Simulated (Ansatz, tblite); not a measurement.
# C₁₂H₃₆Si₅: one state, many levels

Aim: run the singlet of C₁₂H₃₆Si₅ at one geometry on many levels, and compare frontier levels, spin and run time.

Computed with Ansatz 0.2.0, Gaussian basis. Level: as each input shows.

Plan: GFN1-xTB, GFN2-xTB, PBE-D4/def2-TZVP, r2SCAN-D4/def2-TZVP, PBE-D4/def2-SVP, PBE0-D4/def2-SVP.

1 further run of the same task is left out (set aside as unsound or not needed). Runs told in other sessions of the task aren't counted.

## Step 1: The relaxed structure

The geometry is that of the singlet, from an earlier relaxation (PBE-D4/def2-SVP).

SMILES `C[Si](C)(C)[Si](C)(C)[Si](C)(C)[Si](C)(C)[Si](C)(C)C`, 53 atoms, charge 0, spin multiplicity 1.

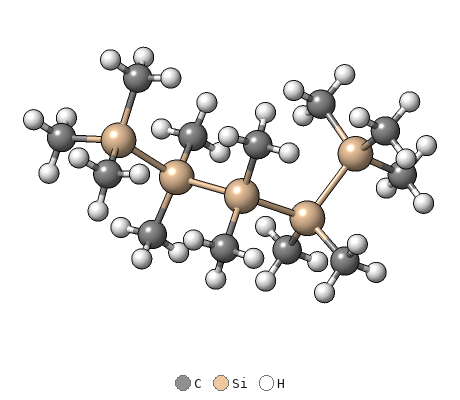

The geometry (carbon grey, silicon light orange, hydrogen white).

PBE0-D4/def2-TZVP was run before; its log isn't repeated, and its numbers join the tables.

## Step 2: GFN1-xTB

Tight binding, by tblite at 300 K electronic temperature and without a spin-polarisation term:

```python
tblite.interface.Calculator('GFN1-xTB', numbers, positions, charge=0, uhf=0).singlepoint()
```

Energy -1469.5345 eV, HOMO -9.87 eV, LUMO -6.70 eV; 0.12 s.

## Step 3: GFN2-xTB

Tight binding, by tblite at 300 K electronic temperature and without a spin-polarisation term:

```python
tblite.interface.Calculator('GFN2-xTB', numbers, positions, charge=0, uhf=0).singlepoint()
```

Energy -1430.7804 eV, HOMO -8.56 eV, LUMO -5.10 eV; 0.11 s.

## Step 4: PBE-D4/def2-TZVP

start.molden holds the orbitals of an earlier run on this state, given as this run's starting guess.

in.yaml reads:

```yaml
crystal:
  periodic: [false, false, false]
  atoms:
    - {symbol: C, position_ang: [4.895858, -0.496965, 1.615078]}
    - {symbol: Si, position_ang: [3.649834, 0.261619, 0.391846]}
    - {symbol: C, position_ang: [4.280932, -0.011003, -1.382077]}
    - {symbol: C, position_ang: [3.518155, 2.129656, 0.726918]}
    - {symbol: Si, position_ang: [1.539632, -0.750049, 0.695662]}
    - {symbol: C, position_ang: [0.846655, -0.191629, 2.385228]}
    - {symbol: C, position_ang: [1.747508, -2.649781, 0.710591]}
    - {symbol: Si, position_ang: [0.118485, -0.180796, -1.099095]}
    - {symbol: C, position_ang: [0.695150, -1.176770, -2.626985]}
    - {symbol: C, position_ang: [0.246933, 1.681044, -1.509184]}
    - {symbol: Si, position_ang: [-2.124303, -0.771154, -0.645497]}
    - {symbol: C, position_ang: [-3.003826, -1.144522, -2.303807]}
    - {symbol: C, position_ang: [-2.183992, -2.348460, 0.432307]}
    - {symbol: Si, position_ang: [-3.316376, 0.971613, 0.406808]}
    - {symbol: C, position_ang: [-3.556396, 2.400756, -0.825679]}
    - {symbol: C, position_ang: [-5.026723, 0.310626, 0.919721]}
    - {symbol: C, position_ang: [-2.423480, 1.632847, 1.948759]}
    - {symbol: H, position_ang: [5.896388, -0.026760, 1.508326]}
    - {symbol: H, position_ang: [5.011560, -1.586972, 1.443249]}
    - {symbol: H, position_ang: [4.563065, -0.353165, 2.663821]}
    - {symbol: H, position_ang: [4.325174, -1.090768, -1.633462]}
    - {symbol: H, position_ang: [5.300976, 0.409469, -1.508290]}
    - {symbol: H, position_ang: [3.617233, 0.481574, -2.122344]}
    - {symbol: H, position_ang: [2.802647, 2.614846, 0.032265]}
    - {symbol: H, position_ang: [4.504503, 2.624819, 0.602782]}
    - {symbol: H, position_ang: [3.169055, 2.324658, 1.761914]}
    - {symbol: H, position_ang: [0.721914, 0.909247, 2.425957]}
    - {symbol: H, position_ang: [-0.142022, -0.651402, 2.589738]}
    - {symbol: H, position_ang: [1.536746, -0.486421, 3.203470]}
    - {symbol: H, position_ang: [2.433115, -2.963548, 1.525227]}
    - {symbol: H, position_ang: [0.774122, -3.158506, 0.867360]}
    - {symbol: H, position_ang: [2.170893, -3.011034, -0.248995]}
    - {symbol: H, position_ang: [0.615458, -2.267447, -2.441074]}
    - {symbol: H, position_ang: [0.069519, -0.936649, -3.511706]}
    - {symbol: H, position_ang: [1.751414, -0.950801, -2.880199]}
    - {symbol: H, position_ang: [1.276361, 1.942113, -1.831750]}
    - {symbol: H, position_ang: [-0.002803, 2.306454, -0.627834]}
    - {symbol: H, position_ang: [-0.446827, 1.956643, -2.330420]}
    - {symbol: H, position_ang: [-2.505935, -1.980229, -2.838018]}
    - {symbol: H, position_ang: [-4.064252, -1.428208, -2.137514]}
    - {symbol: H, position_ang: [-2.989015, -0.258110, -2.970662]}
    - {symbol: H, position_ang: [-3.233670, -2.658296, 0.617319]}
    - {symbol: H, position_ang: [-1.662726, -3.191890, -0.066473]}
    - {symbol: H, position_ang: [-1.698423, -2.183234, 1.415645]}
    - {symbol: H, position_ang: [-4.163403, 3.212608, -0.371824]}
    - {symbol: H, position_ang: [-4.080822, 2.056555, -1.740856]}
    - {symbol: H, position_ang: [-2.583647, 2.834510, -1.134544]}
    - {symbol: H, position_ang: [-5.587703, -0.068236, 0.040425]}
    - {symbol: H, position_ang: [-4.933096, -0.522876, 1.646069]}
    - {symbol: H, position_ang: [-5.636503, 1.108723, 1.393803]}
    - {symbol: H, position_ang: [-1.427878, 2.047071, 1.689134]}
    - {symbol: H, position_ang: [-2.268918, 0.835780, 2.704188]}
    - {symbol: H, position_ang: [-3.016535, 2.442430, 2.424628]}
basis:
  gaussian: {orbitals: def2-TZVP, fitting: {mean_field: def2-universal-jkfit}, initial_orbitals: start.molden}
hamiltonian: {xc: pbe, dispersion: d4}
scf: {omitted_lower_state_checks: [starts]}
output: {orbitals: {seedname: orbitals}}
```

Launch:

```console
> ansatz run in.yaml --threads 2 --pin off --events-out ev --progress --plain --max-ram 32768MiB --backend cuda --devices 0, --max-vram 18GiB
```

The log of the run:

```text
Functional definition: PBE
  name "PBE"
  cite "Perdew, Burke & Ernzerhof, Phys. Rev. Lett. 77, 3865 (1996) doi:10.1103/PhysRevLett.77.3865"
  parent pbe
  parameter kappa = 0.804
  parameter beta = 0.06672455060314922
  exchange = pbe_x(kappa = kappa, mu = beta*pi^2/3)
  correlation = pbe_c(beta = beta)
these checks for a lower state are left out or cut short: starts
2188 factors; integrals over basis functions are off by at most 3.6e-1 eV
mean field evaluation 1: about -52390.7386 eV, gradient 1.9e1 eV
mean field evaluation 2: about -52391.1093 eV, gradient 4.1e-1 eV
mean field evaluation 4: about -52391.0974 eV, gradient 9.4e-4 eV
mean field -52391.09735097 eV, -1925.3373156869 hartree, gradient 9.7e-6 eV, S^2 0.000000; 0 other end points of the search recorded, 0 dependent functions left out
reference -52391.09744505 eV, -1925.3373191444 hartree; 89, 89 occupied and 684, 684 virtual orbitals, 2188 factors
Total energy: -52392.95600680 eV, -1925.4056200289 hartree
Checks for a lower state left out: starts
```

Wall time 6.5 s (1 × H100 (card shared with other runs) with 2 threads of AMD EPYC 7R13, shared host).

From the report: HOMO -5.19 eV, LUMO -0.77 eV.

## Step 5: r2SCAN-D4/def2-TZVP

in.yaml, as its differences from that of step 4:

```diff
@@ -58,4 +58,4 @@
   gaussian: {orbitals: def2-TZVP, fitting: {mean_field: def2-universal-jkfit}, initial_orbitals: start.molden}
-hamiltonian: {xc: pbe, dispersion: d4}
+hamiltonian: {xc: r2scan, dispersion: d4}
 scf: {omitted_lower_state_checks: [starts]}
-output: {orbitals: {seedname: orbitals}}
+output: {forces: true, orbitals: {seedname: orbitals}}
```

Launched as before.

The log of the run, shortened:

```text
Functional definition: r2SCAN
  name "r2SCAN"
  cite "Furness, Kaplan, Ning, Perdew & Sun, J. Phys. Chem. Lett. 11, 8208 (2020) doi:10.1021/acs.jpclett.0c02405"
  cite "Furness, Kaplan, Ning, Perdew & Sun, J. Phys. Chem. Lett. 11, 9248 (2020) doi:10.1021/acs.jpclett.0c03077"
  parent r2scan
[...]
2188 factors; integrals over basis functions are off by at most 3.6e-1 eV
[...]
mean field -52418.97804172 eV, -1926.3619121736 hartree, gradient 1.7e-5 eV, S^2 0.000000; 0 other end points of the search recorded, 0 dependent functions left out
[...]
reference -52418.97806769 eV, -1926.3619131283 hartree; 89, 89 occupied and 684, 684 virtual orbitals, 2188 factors
Total energy: -52419.56395667 eV, -1926.3834441508 hartree
Atom 0 at     4.895858    -0.496965     1.615078 Å, force     0.127010    -0.074273     0.114468 eV/Å
[...]
Atom 44 at    -4.163403     3.212608    -0.371824 Å, force     0.278163    -0.364789    -0.217175 eV/Å
Atom 45 at    -4.080822     2.056555    -1.740856 Å, force     0.238801     0.173472     0.422035 eV/Å
Atom 46 at    -2.583647     2.834510    -1.134544 Å, force    -0.460630    -0.187964     0.140149 eV/Å
Atom 47 at    -5.587703    -0.068236     0.040425 Å, force     0.245400     0.176459     0.418369 eV/Å
Atom 48 at    -4.933096    -0.522876     1.646069 Å, force    -0.057645     0.391161    -0.331328 eV/Å
Atom 49 at    -5.636503     1.108723     1.393803 Å, force     0.270036    -0.371196    -0.215782 eV/Å
Atom 50 at    -1.427878     2.047071     1.689134 Å, force    -0.465977    -0.183193     0.134246 eV/Å
Atom 51 at    -2.268918     0.835780     2.704188 Å, force    -0.069066     0.380875    -0.338489 eV/Å
Atom 52 at    -3.016535     2.442430     2.424628 Å, force     0.279056    -0.368275    -0.210677 eV/Å
Dipole moment:     0.002393     0.001323     0.011236 e Å
Checks for a lower state left out: starts
```

Run time: 9 s. Hardware: 1 × H100 (card shared with other runs) with 2 threads of AMD EPYC 7R13, shared host.

HOMO -5.37 eV, LUMO -0.58 eV.

## Step 6: PBE-D4/def2-SVP

in.yaml, as its differences from that of step 5:

```diff
@@ -57,5 +57,5 @@
 basis:
-  gaussian: {orbitals: def2-TZVP, fitting: {mean_field: def2-universal-jkfit}, initial_orbitals: start.molden}
-hamiltonian: {xc: r2scan, dispersion: d4}
+  gaussian: {orbitals: def2-SVP, fitting: {mean_field: def2-universal-jkfit}, initial_orbitals: start.molden}
+hamiltonian: {xc: pbe, dispersion: d4}
 scf: {omitted_lower_state_checks: [starts]}
-output: {forces: true, orbitals: {seedname: orbitals}}
+output: {orbitals: {seedname: orbitals}}
```

Same command.

The log of the run:

```text
Functional definition: PBE
  name "PBE"
  cite "Perdew, Burke & Ernzerhof, Phys. Rev. Lett. 77, 3865 (1996) doi:10.1103/PhysRevLett.77.3865"
  parent pbe
  parameter kappa = 0.804
  parameter beta = 0.06672455060314922
  exchange = pbe_x(kappa = kappa, mu = beta*pi^2/3)
  correlation = pbe_c(beta = beta)
these checks for a lower state are left out or cut short: starts
2188 factors; integrals over basis functions are off by at most 2.4e-1 eV
mean field evaluation 1: about -52362.3368 eV, gradient 1.5e1 eV
mean field evaluation 2: about -52362.9608 eV, gradient 4.5e-1 eV
mean field evaluation 4: about -52362.9465 eV, gradient 1.1e-3 eV
mean field -52362.94652942 eV, -1924.3027920763 hartree, gradient 8.7e-6 eV, S^2 0.000000; 0 other end points of the search recorded, 0 dependent functions left out
reference -52362.94659919 eV, -1924.3027946401 hartree; 89, 89 occupied and 349, 349 virtual orbitals, 2188 factors
Total energy: -52364.80516094 eV, -1924.3710955246 hartree
Checks for a lower state left out: starts
```

Run time: 5 s. Hardware: 1 × H100 (card shared with other runs) with 2 threads of AMD EPYC 7R13, shared host.

HOMO -5.12 eV, LUMO -0.47 eV.

## Step 7: PBE0-D4/def2-SVP

in.yaml, as its differences from that of step 6:

```diff
@@ -58,3 +58,3 @@
   gaussian: {orbitals: def2-SVP, fitting: {mean_field: def2-universal-jkfit}, initial_orbitals: start.molden}
-hamiltonian: {xc: pbe, dispersion: d4}
+hamiltonian: {xc: pbe0, dispersion: d4}
 scf: {omitted_lower_state_checks: [starts]}
```

Launched as before.

The log of the run:

```text
Functional definition: PBE0
  name "PBE0"
  cite "Adamo & Barone, J. Chem. Phys. 110, 6158 (1999) doi:10.1063/1.478522"
  cite "Perdew, Burke & Ernzerhof, Phys. Rev. Lett. 77, 3865 (1996) doi:10.1103/PhysRevLett.77.3865"
  parent pbe
  parameter a = 0.25
  parameter kappa = 0.804
  parameter beta = 0.06672455060314922
  exchange = (1 - a)*pbe_x(kappa = kappa, mu = beta*pi^2/3) + a*exact_x
  correlation = pbe_c(beta = beta)
these checks for a lower state are left out or cut short: starts
2188 factors; integrals over basis functions are off by at most 2.4e-1 eV
mean field evaluation 1: about -52369.9919 eV, gradient 1.0e1 eV
mean field evaluation 2: about -52370.3040 eV, gradient 2.3e-1 eV
mean field evaluation 4: about -52370.2915 eV, gradient 2.9e-4 eV
mean field -52370.29146488 eV, -1924.5727134760 hartree, gradient 2.3e-5 eV, S^2 0.000000; 0 other end points of the search recorded, 0 dependent functions left out
reference -52370.29151989 eV, -1924.5727154972 hartree; 89, 89 occupied and 349, 349 virtual orbitals, 2188 factors
Total energy: -52371.95036994 eV, -1924.6336771125 hartree
Checks for a lower state left out: starts
```

It took 4.6 s on 1 × H100 (card shared with other runs) with 2 threads of AMD EPYC 7R13, shared host.

HOMO -6.16 eV, LUMO 0.24 eV.

## Step 8: Comparison

| level | functions | HOMO (eV) | LUMO (eV) | gap (eV) | time |
| --- | --- | --- | --- | --- | --- |
| PBE-D4/def2-SVP | 438 | -5.12 | -0.47 | 4.64 | 5 s |
| PBE-D4/def2-TZVP | 773 | -5.19 | -0.77 | 4.42 | 6.5 s |
| r2SCAN-D4/def2-TZVP | 773 | -5.37 | -0.58 | 4.79 | 9 s |
| PBE0-D4/def2-SVP | 438 | -6.16 | 0.24 | 6.40 | 4.6 s |
| PBE0-D4/def2-TZVP | 773 | -6.18 | -0.01 | 6.17 | 8.5 s |

## Step 9: Binding energy

Free atoms were run apart at each level; binding is atoms less cluster, divided by the number of atoms, without zero-point or spin-orbit terms.

| level | binding an atom (eV) |
| --- | --- |
| PBE-D4/def2-SVP | 3.997 |
| PBE-D4/def2-TZVP | 3.981 |
| r2SCAN-D4/def2-TZVP | 3.946 |
| PBE0-D4/def2-SVP | 3.972 |
| PBE0-D4/def2-TZVP | 3.951 |

## Step 10: What came out

```
                                                 quantity                                 value
gap in def2-TZVP, named functionals, smallest and largest   4.42 eV (PBE-D4), 6.17 eV (PBE0-D4)
                binding an atom, functionals in def2-TZVP  3.95 (r2SCAN-D4) to 3.98 eV (PBE-D4)
          PBE0 total energy, smallest basis above largest        27.52 eV (def2-SVP, def2-TZVP)
```

In words: Over the named functionals in def2-TZVP the gap runs from 4.42 eV (PBE-D4) to 6.17 eV (PBE0-D4); exact exchange widens it.

The slowest run with a step of its own, r2SCAN-D4/def2-TZVP, took 9 s; the quickest functional in def2-TZVP took 6.5 s (shared host).
